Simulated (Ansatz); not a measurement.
## Run report: SiN$_{2}$H$_{6}$O, geometry relaxation (part 2 of 2)

SiN$_{2}$H$_{6}$O; RKS revPBE-D4/6-31G* (Ansatz 0.2.0). The input holds or restrains some coordinates. It belongs to a series of runs on one base structure; here: pulled along the bonds that form and break, towards end B.

Geometry of the input (Å):
```
Si 0.0000  0.0000  0.0000
H  0.8198  0.0000  1.4434
N  1.9526  0.0000  0.5176
H  2.4509  -0.9180  0.3369
H  2.4539  0.9180  0.3453
O  -0.7913  1.3709  -0.5594
H  -1.7491  1.1401  -0.7818
N  -0.8572  -1.4851  -0.6061
H  -1.3922  -2.1014  0.0704
H  -0.8219  -1.7344  -1.6357
```

Trajectory as extended XYZ, continued
```
10
Properties=species:S:1:pos:R:3:forces:R:3 step=6 energy=-12998.78557
Si   -0.6767    0.0088    0.1235    0.0962  -0.2158   0.4695
H     1.5313    0.0077    1.6149    0.7569   0.0152  -1.0649
N     2.2906    0.0070    0.8950   -0.1626  -0.1306   0.8856
H     2.3963   -0.8505    0.3519   -0.3522   0.1606   0.0829
H     2.4092    0.8634    0.3606   -0.2902   0.0217  -0.0062
O    -0.8569    1.4560   -0.8618   -0.6371  -1.5682   0.2063
H    -1.8529    1.3001   -0.8468    0.4609   0.8286  -0.5334
N    -0.9126   -1.5468   -0.7387   -0.2950   0.8171   1.1042
H    -1.3849   -2.1959   -0.0614    0.6235   0.2392  -0.9237
H    -0.8778   -1.8597   -1.7066   -0.2005  -0.1679  -0.2204
10
Properties=species:S:1:pos:R:3:forces:R:3 step=7 energy=-12999.14976
Si   -0.6598   -0.0142    0.2475   -0.0886   0.2824  -0.5284
H     1.6012    0.0178    1.6706    0.4800   0.0309  -0.8372
N     2.3189    0.0133    0.9142   -0.0057  -0.1246   0.1320
H     2.2456   -0.8232    0.3135   -0.2103   0.3359   0.3506
H     2.2892    0.8623    0.3330   -0.2421  -0.1996   0.2691
O    -0.7724    1.2947   -0.9310   -1.3599  -0.9031   0.8319
H    -1.7956    1.2901   -0.8835    1.3444   0.4859  -0.5512
N    -0.9525   -1.4571   -0.7168   -0.2059  -0.3848   0.5161
H    -1.2718   -2.2354   -0.1169    0.2935   0.0446  -0.2509
H    -0.9373   -1.7583   -1.7000   -0.0054   0.4326   0.0681
10
Properties=species:S:1:pos:R:3:forces:R:3 step=8 energy=-12999.34218
Si   -0.6396   -0.0525    0.2931   -0.2271   0.3034  -0.0704
H     1.6447    0.0118    1.6802    0.4599   0.0205  -0.5589
N     2.3373    0.0289    0.8984   -0.5130   0.1555  -0.2190
H     2.1230   -0.7854    0.2914    0.0897   0.2573   0.3105
H     2.1247    0.8735    0.3252    0.1107  -0.4012   0.3799
O    -0.6749    1.2044   -0.9087   -1.8055  -0.1337   0.3155
H    -1.6947    1.3476   -0.9648    1.8327   0.0287  -0.2177
N    -0.9807   -1.4606   -0.6711   -0.1555  -1.0014   0.2335
H    -1.1690   -2.3299   -0.1267    0.2091   0.4883  -0.4767
H    -1.0053   -1.6478   -1.6864   -0.0010   0.2826   0.3033
10
Properties=species:S:1:pos:R:3:forces:R:3 step=9 energy=-12999.52308
Si   -0.7585   -0.0874    0.4079   -0.0414   0.1240  -0.1606
H     1.6296    0.0143    1.6394    0.2726   0.0301  -0.3500
N     2.2638    0.0451    0.8213   -0.1180   0.0849   0.3707
H     2.0828   -0.7885    0.2509   -0.0771   0.1705  -0.0590
H     2.0524    0.8968    0.2834   -0.0809  -0.2636  -0.0147
O    -0.6093    1.1453   -0.7976   -1.3472   0.2230  -0.1406
H    -1.5477    1.4205   -1.0656    1.3679  -0.2517   0.2405
N    -0.9686   -1.4881   -0.6130   -0.0698  -0.4316   0.1563
H    -1.1325   -2.3978   -0.1586    0.0548   0.1790  -0.2034
H    -0.9466   -1.5702   -1.6373    0.0391   0.1355   0.1609
10
Properties=species:S:1:pos:R:3:forces:R:3 step=10 energy=-12999.54698
Si   -0.8170   -0.1065    0.4500    0.1356   0.1021  -0.0552
H     1.5874   -0.0194    1.6100    0.3382   0.0805  -0.4282
N     2.1934    0.0681    0.7704   -0.1797  -0.0041   0.4734
H     2.0114   -0.7424    0.1692   -0.0554   0.0862  -0.0454
H     1.9237    0.9237    0.2691   -0.0991  -0.1700  -0.0104
O    -0.4847    1.1070   -0.7420   -0.8892   0.0071  -0.0605
H    -1.3521    1.4606   -1.0764    0.6687  -0.0378   0.0916
N    -1.0555   -1.5024   -0.5755    0.2949  -0.5703   0.0981
H    -1.0132   -2.4450   -0.1496   -0.2573   0.3970  -0.2044
H    -0.9280   -1.5537   -1.5945    0.0433   0.1094   0.1409
10
Properties=species:S:1:pos:R:3:forces:R:3 step=11 energy=-12999.57804
Si   -0.8434   -0.1200    0.4957    0.0242  -0.0242  -0.2733
H     1.5865   -0.0126    1.5783    0.3748   0.0841  -0.4193
N     2.1593    0.0940    0.7154   -0.3748   0.1629   0.3942
H     2.0124   -0.7500    0.1522   -0.0549   0.0090  -0.0426
H     1.7726    0.8941    0.1888    0.0681  -0.2432   0.0998
O    -0.4573    1.1025   -0.6705   -0.6235   0.0743  -0.1154
H    -1.2808    1.5038   -1.0511    0.5619  -0.1482   0.1922
N    -0.9682   -1.5107   -0.5649   -0.1432  -1.0129   0.5165
H    -1.1786   -2.4577   -0.1438    0.2696   1.1111  -0.6710
H    -0.7369   -1.5534   -1.5695   -0.1022  -0.0130   0.3190
10
Properties=species:S:1:pos:R:3:forces:R:3 step=13 energy=-12999.64782
Si   -0.8465   -0.1185    0.4911   -0.1723  -0.1649  -0.1216
H     1.5752    0.0869    1.5799    0.3977  -0.0068  -0.3978
N     2.1540    0.1025    0.7139   -0.3545   0.0167   0.4550
H     2.0215   -0.8046    0.2544   -0.0211  -0.0793   0.0101
H     1.7256    0.8007    0.0964    0.0233   0.0993  -0.0528
O    -0.5010    1.0187   -0.7641    0.3942  -0.5491   0.0411
H    -1.2352    1.6148   -0.9518   -0.3796   0.5273  -0.0081
N    -0.9360   -1.5399   -0.5288    0.0648   0.1561   0.0207
H    -1.1074   -2.4986   -0.2217    0.0320   0.0387   0.0972
H    -0.7847   -1.4719   -1.5385    0.0155  -0.0380  -0.0438
10
Properties=species:S:1:pos:R:3:forces:R:3 step=14 energy=-12999.69911
Si   -0.8755   -0.1247    0.4750   -0.0910  -0.0257  -0.1383
H     1.5425    0.1256    1.5616    0.3781  -0.0116  -0.3624
N     2.1260    0.0966    0.6998   -0.3677   0.0428   0.2987
H     1.9637   -0.8235    0.2711    0.0033   0.0136   0.0393
H     1.7146    0.7847    0.0530    0.0604  -0.0369   0.0684
O    -0.4998    0.9903   -0.7998   -0.1157  -0.3835  -0.0272
H    -1.1668    1.6960   -0.8613    0.0161   0.3129   0.1056
N    -0.9035   -1.5569   -0.5234    0.0487   0.1090  -0.1010
H    -1.0481   -2.5168   -0.2056    0.0193   0.0710   0.0486
H    -0.7876   -1.4812   -1.5396    0.0485  -0.0915   0.0683
10
Properties=species:S:1:pos:R:3:forces:R:3 step=15 energy=-12999.57895 accepted=F
Si   -0.8816   -0.1113    0.4457   -0.1774  -0.1299  -0.3361
H     1.5270    0.1436    1.5611    0.4313  -0.0373  -0.4613
N     2.1230    0.0878    0.7057   -0.4224   0.0404   0.2713
H     1.9616   -0.8480    0.3020   -0.0065   0.1650   0.0820
H     1.7182    0.7593    0.0327    0.0919  -0.1492   0.1328
O    -0.6051    0.9147   -0.9343   -1.7571   2.7443   0.7706
H    -1.1142    1.8472   -0.7501    1.7269  -2.7736  -0.5164
N    -0.8911   -1.5784   -0.5072    0.0913   0.1480  -0.1353
H    -0.9915   -2.5485   -0.2006    0.0484   0.1900   0.0420
H    -0.7807   -1.4764   -1.5244   -0.0264  -0.1976   0.1503
10
Properties=species:S:1:pos:R:3:forces:R:3 step=16 energy=-12999.74162
Si   -0.8912   -0.1206    0.4486   -0.1310   0.0497  -0.0818
H     1.5219    0.1248    1.5499    0.3898  -0.0025  -0.3869
N     2.1106    0.0896    0.6912   -0.3131   0.0039   0.3946
H     1.9544   -0.8363    0.2734   -0.0116   0.0236   0.0165
H     1.7054    0.7708    0.0362    0.0190  -0.0109   0.0246
O    -0.5349    0.9955   -0.8258   -0.2276  -0.2444  -0.0695
H    -1.1381    1.7631   -0.7968    0.1606   0.1539   0.1214
N    -0.8816   -1.5619   -0.5295    0.0491   0.0507  -0.0666
H    -1.0314   -2.5062   -0.1716    0.0373   0.0408   0.0054
H    -0.7496   -1.5286   -1.5449    0.0276  -0.0648   0.0423
10
Properties=species:S:1:pos:R:3:forces:R:3 step=17 energy=-12999.78034
Si   -0.9011   -0.1192    0.4333   -0.1516   0.0487  -0.1658
H     1.5080    0.1263    1.5445    0.4004  -0.0041  -0.4008
N     2.1018    0.0879    0.6890   -0.2602   0.0097   0.4798
H     1.9456   -0.8384    0.2741   -0.0296   0.0088  -0.0088
H     1.7032    0.7684    0.0316   -0.0133   0.0018  -0.0226
O    -0.5879    0.9689   -0.8725   -0.6001   0.5611   0.1004
H    -1.0867    1.8180   -0.7346    0.5644  -0.5449  -0.0251
N    -0.8674   -1.5646   -0.5340    0.0309  -0.0846   0.0348
H    -1.0149   -2.4996   -0.1515    0.0524   0.0299  -0.0322
H    -0.7352   -1.5576   -1.5493    0.0068  -0.0264   0.0403
10
Properties=species:S:1:pos:R:3:forces:R:3 step=18 energy=-12999.80477
Si   -0.9764   -0.0957    0.4279   -0.0291   0.0084  -0.1415
H     1.4523    0.0923    1.5095    0.4008   0.0096  -0.3857
N     2.0326    0.0677    0.6441   -0.1915   0.0346   0.5110
H     1.8797   -0.8597    0.2310   -0.0452   0.0150  -0.0138
H     1.6024    0.7389   -0.0038    0.0086  -0.0313  -0.0075
O    -0.5834    0.9814   -0.8635   -0.5315   0.5510   0.0993
H    -0.9604    1.8818   -0.6847    0.3719  -0.5559  -0.0732
N    -0.8477   -1.5551   -0.5110    0.0543  -0.2279   0.0225
H    -0.8784   -2.4936   -0.1016   -0.0679   0.1895  -0.0805
H    -0.6551   -1.5679   -1.5173    0.0296   0.0069   0.0693
10
Properties=species:S:1:pos:R:3:forces:R:3 step=19 energy=-12999.79683 accepted=F
Si   -0.9252   -0.1075    0.3959   -0.2097   0.1826  -0.3560
H     1.4764    0.1345    1.5272    0.4296  -0.0177  -0.4084
N     2.0761    0.0706    0.6757   -0.3258   0.0459   0.4477
H     1.8830   -0.8553    0.2739    0.0008  -0.0036   0.0016
H     1.6815    0.7448    0.0075    0.0334   0.0099  -0.0227
O    -0.7545    0.9767   -0.9553   -0.2903   1.2939   0.9660
H    -0.9186    1.9229   -0.6114    0.3093  -1.5443  -0.6148
N    -0.8602   -1.5786   -0.5333    0.1225  -0.0791  -0.0062
H    -0.9212   -2.5071   -0.1097   -0.0017   0.1253  -0.0580
H    -0.6718   -1.6109   -1.5398   -0.0681  -0.0128   0.0508
10
Properties=species:S:1:pos:R:3:forces:R:3 step=20 energy=-12999.82868
Si   -0.9603   -0.1232    0.4233   -0.0414   0.0499  -0.1406
H     1.4573    0.1428    1.5144    0.4004  -0.0056  -0.3996
N     2.0448    0.0757    0.6557   -0.2400  -0.0288   0.4076
H     1.8120   -0.8337    0.2307    0.0145   0.1373   0.0337
H     1.6853    0.7886    0.0064   -0.0139  -0.1124   0.0515
O    -0.6193    0.9590   -0.8762   -0.3218   0.2703   0.0889
H    -0.9077    1.8732   -0.6495    0.1818  -0.3189  -0.0418
N    -0.8271   -1.5822   -0.5180    0.0018  -0.1126  -0.0288
H    -0.9219   -2.5197   -0.1217   -0.0279   0.1279  -0.0419
H    -0.6977   -1.5903   -1.5343    0.0464  -0.0072   0.0710
10
Properties=species:S:1:pos:R:3:forces:R:3 step=21 energy=-12999.84407
Si   -0.9540   -0.1155    0.4179   -0.1935  -0.0132  -0.0911
H     1.4640    0.1542    1.5052    0.4069  -0.0463  -0.3670
N     2.0518    0.0724    0.6479   -0.3247   0.0538   0.3429
H     1.8318   -0.8506    0.2508    0.0205  -0.0093   0.0668
H     1.6521    0.7425   -0.0225    0.0531   0.0252   0.0182
O    -0.7036    0.9727   -0.8921   -0.0740   0.1411   0.0731
H    -0.8907    1.8952   -0.6140    0.0862  -0.1947  -0.0351
N    -0.8192   -1.5778   -0.5190    0.0667   0.0327  -0.0585
H    -0.9677   -2.5062   -0.1241    0.0287   0.0303  -0.0088
H    -0.5991   -1.5968   -1.5196   -0.0698  -0.0195   0.0596
10
Properties=species:S:1:pos:R:3:forces:R:3 step=22 energy=-12999.84636
Si   -0.9328   -0.1278    0.4095   -0.1650  -0.0056  -0.0973
H     1.4681    0.2075    1.5176    0.4357  -0.0595  -0.4282
N     2.0699    0.0807    0.6738   -0.3590   0.0203   0.3510
H     1.8460   -0.8600    0.3168    0.0307   0.0957   0.0555
H     1.6969    0.7288   -0.0343    0.0427  -0.0330   0.0524
O    -0.7615    0.9646   -0.9099   -0.0120   0.1721   0.1385
H    -0.8631    1.8916   -0.6007    0.0186  -0.2314  -0.0760
N    -0.8181   -1.5844   -0.5393    0.0344  -0.0135  -0.2486
H    -0.9212   -2.5178   -0.1382   -0.0070   0.0801  -0.0506
H    -0.7185   -1.5932   -1.5647   -0.0191  -0.0251   0.3033
10
Properties=species:S:1:pos:R:3:forces:R:3 step=23 energy=-12999.84979
Si   -0.9498   -0.1348    0.4191   -0.1399   0.0034  -0.1199
H     1.4576    0.2296    1.4990    0.4196  -0.0677  -0.3897
N     2.0552    0.0795    0.6573   -0.3086   0.0636   0.3749
H     1.8176   -0.8625    0.3174    0.0223   0.0433   0.0333
H     1.6919    0.7210   -0.0604    0.0193  -0.0234   0.0350
O    -0.7349    0.9643   -0.8884   -0.0293   0.0493   0.0913
H    -0.8523    1.8863   -0.5798    0.0153  -0.0901  -0.0344
N    -0.8112   -1.5850   -0.5358    0.0238  -0.0009  -0.0982
H    -0.9409   -2.5187   -0.1461    0.0002   0.0377  -0.0249
H    -0.6676   -1.5897   -1.5517   -0.0226  -0.0151   0.1325
```

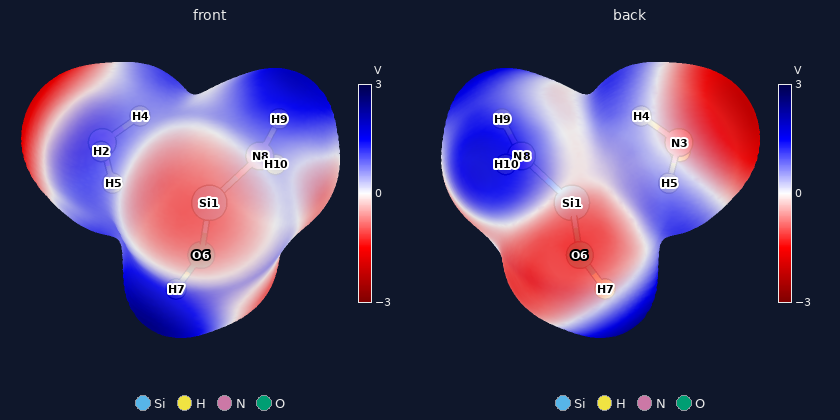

The electrostatic potential painted on the density surface at 0.002 e/bohr³, seen face on and from behind; the colour scale runs from red (negative) to blue (positive).

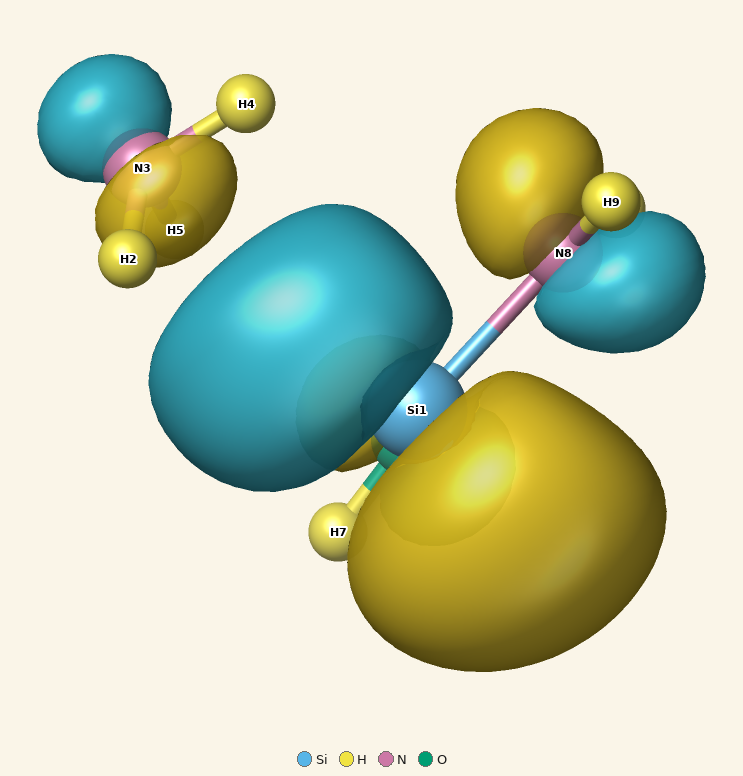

One frontier orbital at ±0.1 Å⁻³ᐟ² (yellow and cyan are the two phases), seen at a tilt. The LUMO, at −1.24 eV. It lies mainly on Si1 (65 %), N8 (10 %) and O6 (10 %).

Summary

| quantity | value |
| --- | --- |
| outcome | converged under the restraints of the input |
| total energy | −12999.8498 eV |
| mean-field energy | −12999.3259 eV |
| largest force (length of the vector) at the end, held atoms and coordinates included | 0.577 eV/Å |
| wall time | 49 s |
| peak memory | 0.12 GiB |
